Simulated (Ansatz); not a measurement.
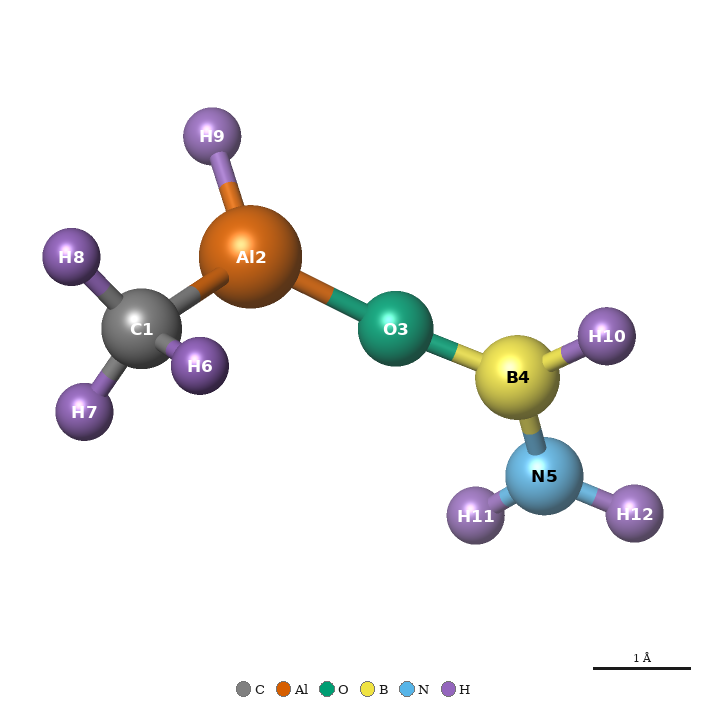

Atoms carry their numbers in the input. Computed geometry: PBE-D4/def2-SVP optimisation. No frequency run is at hand to confirm it as a minimum.

Give the bond lengths.

```csv
bond,length (Å)
C1–Al2,1.958
C1–H6,1.110
C1–H7,1.113
C1–H8,1.110
Al2–O3,1.712
Al2–H9,1.597
O3–B4,1.366
B4–N5,1.412
B4–H10,1.226
N5–H11,1.021
N5–H12,1.018
```
